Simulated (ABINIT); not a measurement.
# BaH2 (P6_3/mmc): G0W0 with ABINIT, start to end, part 2 of 3

Wanted: ground state, empty states, screening and self-energy for BaH2 (P6_3/mmc).

ABINIT 10.8.3; PBEsol and many-body steps on it, plane waves. Known limits of the many-body steps: not at the basis limit; no spin-orbit coupling; coarse k mesh.

So far. Step 2 (Ground state): The gap is indirect, with the least direct gap 1.07 eV higher.

### 3. Bands along the symmetry lines

Level of this step: DFT, PBEsol, plane waves, norm-conserving pseudopotentials (ABINIT).

The cheap functional maps the bands first; the places of the edges decide which points the dearer methods must see.

run.abi reads:

```
acell 3*1.0 Angstrom
rprim 
  4.462025052349 0.000000000014 0.000000000000
  -2.231012526186 3.864227047650 0.000000000000
  0.000000000000 0.000000000000 6.055292590000
ntypat 2
znucl 56 1
natom 6
typat 1 1 2 2 2 2
xred 
  0.666666666667 0.333333333333 0.750000000000
  0.333333333333 0.666666666667 0.250000000000
  0.333333333333 0.666666666667 0.750000000000
  0.666666666667 0.333333333333 0.250000000000
  0.000000000000 0.000000000000 0.500000000000
  0.000000000000 0.000000000000 0.000000000000
pp_dirpath "pseudos"
pseudos "Ba.upf, H.upf"
ecut 32
iscf -2
irdden 1
kptopt 0
nkpt 75
kpt 
  0.00000000 0.00000000 0.00000000
  0.06250000 0.00000000 0.00000000
  0.12500000 0.00000000 0.00000000
  0.18750000 0.00000000 0.00000000
  0.25000000 0.00000000 0.00000000
  0.31250000 0.00000000 0.00000000
  0.37500000 0.00000000 0.00000000
  0.43750000 0.00000000 0.00000000
  0.50000000 0.00000000 0.00000000
  0.47916667 0.04166667 0.00000000
  0.45833333 0.08333333 0.00000000
  0.43750000 0.12500000 0.00000000
  0.41666666 0.16666666 0.00000000
  0.39583333 0.20833333 0.00000000
  0.37500000 0.25000000 0.00000000
  0.35416666 0.29166666 0.00000000
  0.33333333 0.33333333 0.00000000
  0.29166666 0.29166666 0.00000000
  0.25000000 0.25000000 0.00000000
  0.20833333 0.20833333 0.00000000
  0.16666666 0.16666666 0.00000000
  0.12500000 0.12500000 0.00000000
  0.08333333 0.08333333 0.00000000
  0.04166667 0.04166667 0.00000000
  0.00000000 0.00000000 0.00000000
  0.00000000 0.00000000 0.06250000
  0.00000000 0.00000000 0.12500000
  0.00000000 0.00000000 0.18750000
  0.00000000 0.00000000 0.25000000
  0.00000000 0.00000000 0.31250000
  0.00000000 0.00000000 0.37500000
  0.00000000 0.00000000 0.43750000
  0.00000000 0.00000000 0.50000000
  0.06250000 0.00000000 0.50000000
  0.12500000 0.00000000 0.50000000
  0.18750000 0.00000000 0.50000000
  0.25000000 0.00000000 0.50000000
  0.31250000 0.00000000 0.50000000
  0.37500000 0.00000000 0.50000000
  0.43750000 0.00000000 0.50000000
  0.50000000 0.00000000 0.50000000
  0.47916667 0.04166667 0.50000000
  0.45833333 0.08333333 0.50000000
  0.43750000 0.12500000 0.50000000
  0.41666666 0.16666666 0.50000000
  0.39583333 0.20833333 0.50000000
  0.37500000 0.25000000 0.50000000
  0.35416666 0.29166666 0.50000000
  0.33333333 0.33333333 0.50000000
  0.29166666 0.29166666 0.50000000
  0.25000000 0.25000000 0.50000000
  0.20833333 0.20833333 0.50000000
  0.16666666 0.16666666 0.50000000
  0.12500000 0.12500000 0.50000000
  0.08333333 0.08333333 0.50000000
  0.04166667 0.04166667 0.50000000
  0.00000000 0.00000000 0.50000000
  0.50000000 0.00000000 0.50000000
  0.50000000 0.00000000 0.43750000
  0.50000000 0.00000000 0.37500000
  0.50000000 0.00000000 0.31250000
  0.50000000 0.00000000 0.25000000
  0.50000000 0.00000000 0.18750000
  0.50000000 0.00000000 0.12500000
  0.50000000 0.00000000 0.06250000
  0.50000000 -0.00000000 0.00000000
  0.33333333 0.33333333 0.50000000
  0.33333333 0.33333333 0.43750000
  0.33333333 0.33333333 0.37500000
  0.33333333 0.33333333 0.31250000
  0.33333333 0.33333333 0.25000000
  0.33333333 0.33333333 0.18750000
  0.33333333 0.33333333 0.12500000
  0.33333333 0.33333333 0.06250000
  0.33333333 0.33333333 0.00000000
istwfk *1
nband 19
nbdbuf 2
tolwfr 1e-08
nstep 40
prtwf 0
prtvol 0
indata_prefix "in"
outdata_prefix "out"
tmpdata_prefix "tmp"
```

The run is started by

```sh
$ OMP_NUM_THREADS=1 mpirun -n 4 abinit run.abi > log
```

Numbers of over 12 decimals in the logs are rounded to 6 here.

Output:

```text
.Version 10.8.3 of ABINIT. v10.8.2 released Aug 2026.

 Symmetries : space group P6_3/m m c (#194); Bravais hP (primitive hexag.)
[... echo of the input left out ...]
== DATASET  1 ==================================================================
-   mpi_nproc: 4, omp_nthreads: 1 (-1 if OMP is not activated)

--- !DatasetInfo
iteration_state: {dtset: 1, }
dimensions: {natom: 6, nkpt: 75, mband: 19, nsppol: 1, nspinor: 1, nspden: 1, mpw: 6130, }
cutoff_energies: {ecut:  32.0, pawecutdg:  -1.0, }
electrons: {nelect:   2.40000000E+01, charge:   0.00000000E+00, occopt:   1.00000000E+00, tsmear:   1.00000000E-02, }

 Real(R)+Recip(G) space primitive vectors, cartesian coordinates (Bohr,Bohr^-1):
 R(1)=  8.4320053  0.0000000  0.0000000  G(1)=  0.1185958  0.0684713  0.0000000
 R(2)= -4.2160027  7.3023308  0.0000000  G(2)=  0.0000000  0.1369426  0.0000000
 R(3)=  0.0000000  0.0000000 11.4428446  G(3)=  0.0000000  0.0000000  0.0873909
 Unit cell volume ucvol=  7.0457361E+02 bohr^3
 Angles (23,13,12)=  9.00000000E+01  9.00000000E+01  1.20000000E+02 degrees

 getcut: wavevector=  0.0000  0.0000  0.0000  ngfft=  45  45  60
         ecut(hartree)=     32.000   => boxcut(ratio)=   2.04919

--- Pseudopotential description ------------------------------------------------
- Ba Generated using ONCVPSP code by D. R. Hamann
- 56.00000  10.00000  180301                  znucl, zion, pspdat
12 -116133 2 -1 1936                          pspcod,pspxc,lmax,lloc,mmax
     nproj     2     2     2
  pspatm : epsatm=   26.37418133
         --- l  ekb(1:nproj) -->
             0    6.652372    0.677024
             1    5.027722    0.408462
             2    2.543237    0.416854
 pspatm: atomic psp has been read  and splines computed

- H Generated using ONCVPSP code by D. R. Hamann
-  1.00000   1.00000  180301                  znucl, zion, pspdat
12 -116133 1 -1 1180                          pspcod,pspxc,lmax,lloc,mmax
     nproj     2     1     0
  pspatm : epsatm=    0.35585368
         --- l  ekb(1:nproj) -->
[...]
1   -0.494138
 pspatm: atomic psp has been read  and splines computed

--------------------------------------------------------------------------------

================================================================================
 prteigrs : about to open file out_EIG
 Non-SCF case, kpt    1 (  0.00000  0.00000  0.00000), residuals and eigenvalues=
  4.53E-09  9.40E-09  1.97E-09  3.04E-09  7.07E-09  2.80E-09  5.81E-09  1.21E-09
  1.74E-09  1.11E-09  5.97E-09  6.57E-09  3.05E-09  9.04E-09  6.56E-09  8.66E-09
[...]
-8.4430E-01 -8.3787E-01 -3.2333E-01 -2.9297E-01 -2.9297E-01 -2.8383E-01
 -2.8383E-01 -2.8230E-01 -7.9456E-03  4.2869E-02  1.3315E-01  1.5182E-01
  2.5198E-01  2.5198E-01  2.8885E-01  2.8885E-01  2.8991E-01  2.8991E-01
  3.1860E-01
 Non-SCF case, kpt    2 (  0.06250  0.00000  0.00000), residuals and eigenvalues=
[...]
Non-SCF case, kpt   74 (  0.33333  0.33333  0.06250), residuals and eigenvalues=
[...]
3.7768E-01
 Non-SCF case, kpt   75 (  0.33333  0.33333  0.00000), residuals and eigenvalues=
[...]
-3.0119E-01 -2.8904E-01  7.8558E-02  7.8558E-02  7.9996E-02  8.6863E-02
  2.6619E-01  2.6619E-01  3.0696E-01  3.3445E-01  3.3445E-01  3.4478E-01
  3.7748E-01

--- !ResultsGS
iteration_state: {dtset: 1, }
comment   : Summary of ground state results
lattice_vectors:
- [  8.4320053,   0.0000000,   0.0000000, ]
- [ -4.2160027,   7.3023308,   0.0000000, ]
- [  0.0000000,   0.0000000,  11.4428446, ]
lattice_lengths: [   8.43201,    8.43201,   11.44284, ]
lattice_angles: [ 90.000,  90.000, 120.000, ] # degrees, (23, 13, 12)
lattice_volume:   7.0457361E+02
convergence: {deltae:  0.000E+00, res2:  0.000E+00, residm:  9.983E-09, diffor:  0.000E+00, }
etotal    :  -5.85971915E+01
entropy   :   0.00000000E+00
fermie    :   1.51815635E-01
cartesian_stress_tensor: null
pressure_GPa: null
xred      :
- [  6.6667E-01,   3.3333E-01,   7.5000E-01, Ba]
- [  3.3333E-01,   6.6667E-01,   2.5000E-01, Ba]
- [  3.3333E-01,   6.6667E-01,   7.5000E-01,  H]
- [  6.6667E-01,   3.3333E-01,   2.5000E-01,  H]
- [  3.7007E-17,   9.2519E-17,   5.0000E-01,  H]
- [  3.7007E-17,   9.2519E-17,   2.7756E-17,  H]
cartesian_forces: null
force_length_stats: {min: null, max: null, mean: null, }

 Integrated electronic density in atomic spheres:
 ------------------------------------------------
 Atom  Sphere_radius  Integrated_density
[...]
================================================================================

 ----iterations are completed or convergence reached----

 Mean square residual over all n,k,spin=   48.486E-10; max=  99.826E-10
 reduced coordinates (array xred) for    6 atoms
[...]
cartesian coordinates (angstrom) at end:
    1      2.231013     1.288076     4.541469
    2     -7.67e-12     2.576151     1.513823
    3     -7.67e-12     2.576151     4.541469
    4      2.231013     1.288076     1.513823
    5     -0.000000     0.000000     3.027646
    6     -0.000000     0.000000     0.000000
 length scales=  1.889726125908  1.889726125908  1.889726125908 bohr
              =  1.000000000000  1.000000000000  1.000000000000 angstroms
 prteigrs : about to open file out_EIG
 Eigenvalues (hartree) for nkpt=  75  k points:
 kpt#   1, nband= 19, wtk=  1.00000, kpt=  0.0000  0.0000  0.0000 (reduced coord)
[...]
kpt#   2, nband= 19, wtk=  1.00000, kpt=  0.0625  0.0000  0.0000 (reduced coord)
[...]
kpt#   3, nband= 19, wtk=  1.00000, kpt=  0.1250  0.0000  0.0000 (reduced coord)
[...]
kpt#  74, nband= 19, wtk=  1.00000, kpt=  0.3333  0.3333  0.0625 (reduced coord)
[...]
0.33690    0.34782    0.37768
 kpt#  75, nband= 19, wtk=  1.00000, kpt=  0.3333  0.3333  0.0000 (reduced coord)
  -0.83975   -0.83975   -0.30942   -0.30265   -0.30265   -0.30119   -0.30119   -0.28904
   0.07856    0.07856    0.08000    0.08686    0.26619    0.26619    0.30696    0.33445
   0.33445    0.34478    0.37748

== END DATASET(S) ==============================================================
================================================================================

 -outvars: echo values of variables after computation  --------
            nband          19
             nkpt          75
          spgroup         194
 [... the other variables as echoed above ...]

 Calculation completed.
```

It took 30 s on 4 MPI ranks of Arm Neoverse V2, shared host; peak memory 0.41 GiB; 2 min of CPU time.

Numbers from this step:

* gap: 1.473 eV
* k of the valence top: 0, 0, 0
* k of the conduction bottom: 0.3333, 0.3333, 0.5
* least direct gap: 2.542 eV

The gap is 1.473 eV, as in the run before at this level.

The electronic bands at the labelled points (eV, zero at the top of the highest filled band):

| point | band 9 | band 10 | band 11 | band 12 | band 13 | band 14 | band 15 | band 16 |
| --- | --- | --- | --- | --- | --- | --- | --- | --- |
| Γ | -4.35 | -2.96 | -0.51 | 0.00 | 2.73 | 2.73 | 3.73 | 3.73 |
| M | -2.56 | -2.25 | -1.67 | -1.59 | 2.51 | 3.78 | 3.79 | 5.10 |
| K | -1.99 | -1.99 | -1.95 | -1.77 | 3.11 | 3.11 | 4.22 | 4.97 |
| Γ | -4.35 | -2.96 | -0.51 | 0.00 | 2.73 | 2.73 | 3.73 | 3.73 |
| A | -3.29 | -3.29 | -0.46 | -0.46 | 2.58 | 2.58 | 2.58 | 2.58 |
| L | -2.30 | -2.30 | -1.37 | -1.37 | 2.30 | 2.30 | 3.85 | 3.85 |
| H | -1.77 | -1.77 | -1.54 | -1.54 | 1.47 | 1.47 | 4.35 | 4.35 |
| A | -3.29 | -3.29 | -0.46 | -0.46 | 2.58 | 2.58 | 2.58 | 2.58 |
| jump to L | -2.30 | -2.30 | -1.37 | -1.37 | 2.30 | 2.30 | 3.85 | 3.85 |
| M | -2.56 | -2.25 | -1.67 | -1.59 | 2.51 | 3.78 | 3.79 | 5.10 |
| jump to H | -1.77 | -1.77 | -1.54 | -1.54 | 1.47 | 1.47 | 4.35 | 4.35 |
| K | -1.99 | -1.99 | -1.95 | -1.77 | 3.11 | 3.11 | 4.22 | 4.97 |

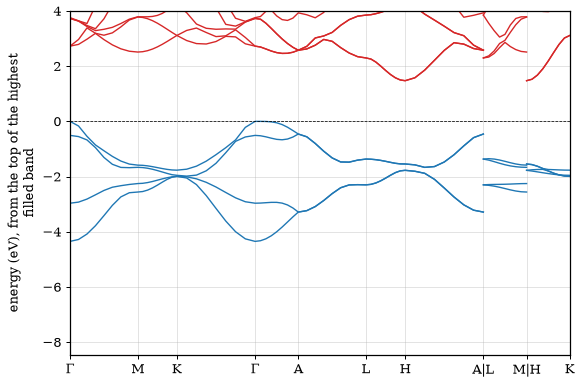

Electronic bands along the path; lines of filled and empty bands in two colours.

### 4. Empty states on the mesh, 3×3×2 mesh, 199 bands

The sums over transitions need many empty states on a uniform mesh; this step solves for them.

run.abi reads:

```
acell 3*1.0 Angstrom
rprim 
  4.462025052349 0.000000000014 0.000000000000
  -2.231012526186 3.864227047650 0.000000000000
  0.000000000000 0.000000000000 6.055292590000
ntypat 2
znucl 56 1
natom 6
typat 1 1 2 2 2 2
xred 
  0.666666666667 0.333333333333 0.750000000000
  0.333333333333 0.666666666667 0.250000000000
  0.333333333333 0.666666666667 0.750000000000
  0.666666666667 0.333333333333 0.250000000000
  0.000000000000 0.000000000000 0.500000000000
  0.000000000000 0.000000000000 0.000000000000
pp_dirpath "pseudos"
pseudos "Ba.upf, H.upf"
ecut 32
ngkpt 3 3 2
nshiftk 1
shiftk 0 0 0
kptopt 1
chksymbreak 0
iscf -2
irdden 1
istwfk *1
nband 199
nbdbuf 18
tolwfr 1e-09
nstep 60
prtvol 0
indata_prefix "in"
outdata_prefix "out"
tmpdata_prefix "tmp"
```

Output:

```text
.Version 10.8.3 of ABINIT. v10.8.2 released Aug 2026.

 Symmetries : space group P6_3/m m c (#194); Bravais hP (primitive hexag.)
[... echo of the input left out ...]
== DATASET  1 ==================================================================
-   mpi_nproc: 4, omp_nthreads: 1 (-1 if OMP is not activated)

--- !DatasetInfo
iteration_state: {dtset: 1, }
dimensions: {natom: 6, nkpt: 6, mband: 199, nsppol: 1, nspinor: 1, nspden: 1, mpw: 6126, }
cutoff_energies: {ecut:  32.0, pawecutdg:  -1.0, }
electrons: {nelect:   2.40000000E+01, charge:   0.00000000E+00, occopt:   1.00000000E+00, tsmear:   1.00000000E-02, }

 Real(R)+Recip(G) space primitive vectors, cartesian coordinates (Bohr,Bohr^-1):
 R(1)=  8.4320053  0.0000000  0.0000000  G(1)=  0.1185958  0.0684713  0.0000000
 R(2)= -4.2160027  7.3023308  0.0000000  G(2)=  0.0000000  0.1369426  0.0000000
 R(3)=  0.0000000  0.0000000 11.4428446  G(3)=  0.0000000  0.0000000  0.0873909
 Unit cell volume ucvol=  7.0457361E+02 bohr^3
 Angles (23,13,12)=  9.00000000E+01  9.00000000E+01  1.20000000E+02 degrees

 getcut: wavevector=  0.0000  0.0000  0.0000  ngfft=  45  45  60
         ecut(hartree)=     32.000   => boxcut(ratio)=   2.04919

--- Pseudopotential description ------------------------------------------------
- Ba Generated using ONCVPSP code by D. R. Hamann
- 56.00000  10.00000  180301                  znucl, zion, pspdat
12 -116133 2 -1 1936                          pspcod,pspxc,lmax,lloc,mmax
     nproj     2     2     2
  pspatm : epsatm=   26.37418133
         --- l  ekb(1:nproj) -->
             0    6.652372    0.677024
             1    5.027722    0.408462
             2    2.543237    0.416854
 pspatm: atomic psp has been read  and splines computed

- H Generated using ONCVPSP code by D. R. Hamann
-  1.00000   1.00000  180301                  znucl, zion, pspdat
12 -116133 1 -1 1180                          pspcod,pspxc,lmax,lloc,mmax
     nproj     2     1     0
  pspatm : epsatm=    0.35585368
         --- l  ekb(1:nproj) -->
[...]
1   -0.494138
 pspatm: atomic psp has been read  and splines computed

--------------------------------------------------------------------------------

================================================================================
 prteigrs : about to open file out_EIG
 Non-SCF case, kpt    1 (  0.00000  0.00000  0.00000), residuals and eigenvalues=
  6.68E-10  3.99E-10  3.28E-10  1.91E-10  5.67E-10  2.82E-10  6.56E-10  3.39E-10
  6.66E-11  1.67E-10  1.27E-10  1.01E-10  7.17E-11  1.87E-10  8.91E-11  1.54E-10
  5.07E-11  1.59E-10  1.50E-10  8.79E-11  2.26E-10  1.37E-10  2.53E-10  9.94E-11
[...]
9.36E-06  3.64E-05  5.96E-05  3.84E-04  7.59E-04  1.55E-03  4.44E-03
 -8.4430E-01 -8.3787E-01 -3.2333E-01 -2.9297E-01 -2.9297E-01 -2.8383E-01
 -2.8383E-01 -2.8230E-01 -7.9456E-03  4.2869E-02  1.3315E-01  1.5182E-01
  2.5198E-01  2.5198E-01  2.8885E-01  2.8885E-01  2.8991E-01  2.8991E-01
[...]
2.8308E+00  2.8744E+00  2.8744E+00  2.8807E+00  2.8807E+00  2.9000E+00
  2.9028E+00  2.9049E+00  2.9460E+00  2.9473E+00  2.9551E+00  2.9645E+00
  2.9727E+00
 prteigrs : prtvol=0 or 1, do not print more k-points.

--- !ResultsGS
iteration_state: {dtset: 1, }
comment   : Summary of ground state results
lattice_vectors:
- [  8.4320053,   0.0000000,   0.0000000, ]
- [ -4.2160027,   7.3023308,   0.0000000, ]
- [  0.0000000,   0.0000000,  11.4428446, ]
lattice_lengths: [   8.43201,    8.43201,   11.44284, ]
lattice_angles: [ 90.000,  90.000, 120.000, ] # degrees, (23, 13, 12)
lattice_volume:   7.0457361E+02
convergence: {deltae:  0.000E+00, res2:  0.000E+00, residm:  9.890E-10, diffor:  0.000E+00, }
etotal    :  -5.85971915E+01
entropy   :   0.00000000E+00
fermie    :   1.51815635E-01
cartesian_stress_tensor: null
pressure_GPa: null
xred      :
- [  6.6667E-01,   3.3333E-01,   7.5000E-01, Ba]
- [  3.3333E-01,   6.6667E-01,   2.5000E-01, Ba]
- [  3.3333E-01,   6.6667E-01,   7.5000E-01,  H]
- [  6.6667E-01,   3.3333E-01,   2.5000E-01,  H]
- [  3.7007E-17,   9.2519E-17,   5.0000E-01,  H]
- [  3.7007E-17,   9.2519E-17,   2.7756E-17,  H]
cartesian_forces: null
force_length_stats: {min: null, max: null, mean: null, }

 Integrated electronic density in atomic spheres:
 ------------------------------------------------
 Atom  Sphere_radius  Integrated_density
[...]
================================================================================

 ----iterations are completed or convergence reached----

 Mean square residual over all n,k,spin=   33.103E-11; max=  98.905E-11
 reduced coordinates (array xred) for    6 atoms
[...]
0.000000000000      0.000000000000      0.500000000000
       0.000000000000      0.000000000000      0.000000000000

 cartesian coordinates (angstrom) at end:
    1      2.231013     1.288076     4.541469
    2     -7.67e-12     2.576151     1.513823
    3     -7.67e-12     2.576151     4.541469
    4      2.231013     1.288076     1.513823
    5     -0.000000     0.000000     3.027646
    6     -0.000000     0.000000     0.000000
 length scales=  1.889726125908  1.889726125908  1.889726125908 bohr
              =  1.000000000000  1.000000000000  1.000000000000 angstroms
 prteigrs : about to open file out_EIG
 Eigenvalues (hartree) for nkpt=   6  k points:
 kpt#   1, nband=199, wtk=  0.05556, kpt=  0.0000  0.0000  0.0000 (reduced coord)
[...]
2.64338    2.67979    2.69031    2.69396    2.69396    2.69909    2.69909    2.79616
   2.82263    2.82263    2.83078    2.87440    2.87441    2.88069    2.88070    2.90003
   2.90283    2.90492    2.94604    2.94730    2.95507    2.96451    2.97275
 prteigrs : prtvol=0 or 1, do not print more k-points.

== END DATASET(S) ==============================================================
================================================================================

 -outvars: echo values of variables after computation  --------
            nband         199
             nkpt           6
          spgroup         194
 [... the other variables as echoed above ...]

 Calculation completed.
```

It took 69 s on 4 MPI ranks; peak memory 0.43 GiB; 4.6 min of CPU time.

This step gave:

```
gap                                                           : 1.473 eV
k of the valence top                                          : 0, 0, 0
k of the conduction bottom                                    : 0.3333, 0.3333, 0.5
least direct gap                                              : 2.725 eV
k points computed                                             : 6
lowest point of the top converged band, above the valence top : 69.1752 eV
```

On this mesh the gap is 1.473 eV.

(Continued in part 3 of 3.)

[Paths, hosts, dates, memory and timing lines, banners, echoed tables and standing remarks are left out of the program output.]

[Logs are printed without paths, hosts, clocks, repeated set-up lines and the standing remarks that a program may print on its own settings, such as how far it seeks lower states.]

[Runs of the session that timed out or met a known fault of the program may be left out.]

[Hosts, paths, dates, database ids (printed as entryN), source tags and the programs' standing remarks are cut or masked in the printed files.]

[G0W0 gaps are taken among the corrected bands and points alone; a level outside them can change the order at an edge.]

[Where Ansatz stands beside ABINIT at settings called matched, ABINIT's density can come from a denser mesh and the files from another edition; pairs whose starting gaps differed by over 0.03 eV were left out, so agreement reads better than it is.]
